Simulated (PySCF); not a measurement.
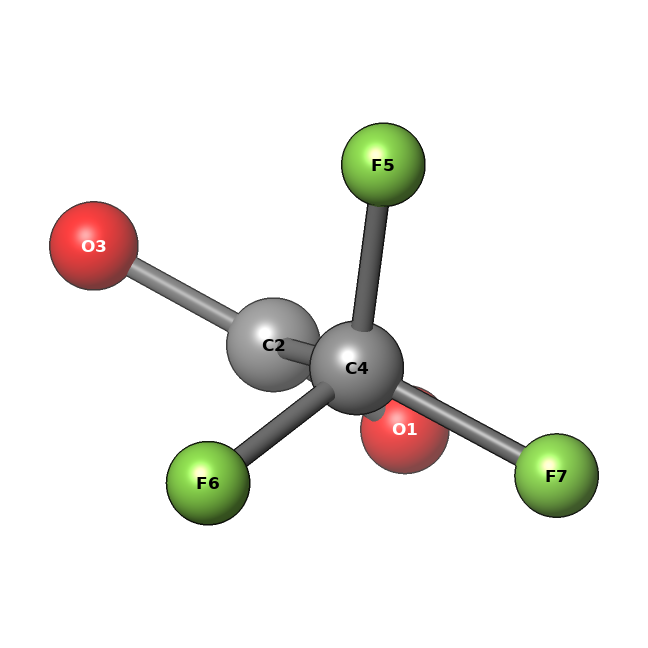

C2 lies behind C4. The molecule seen a little off the C4–C2 bond, C4 in front. Distant atoms are faded towards the background colour. The species has charge −1 and is a spin singlet. Geometry: a distorted geometry made from a computed GFN2-xTB structure, not a minimum.

> What is the torsion angle F5–C4–C2–O1? The sign is positive where the front bond must turn clockwise to cover the back bond.

120°, anticlinal.
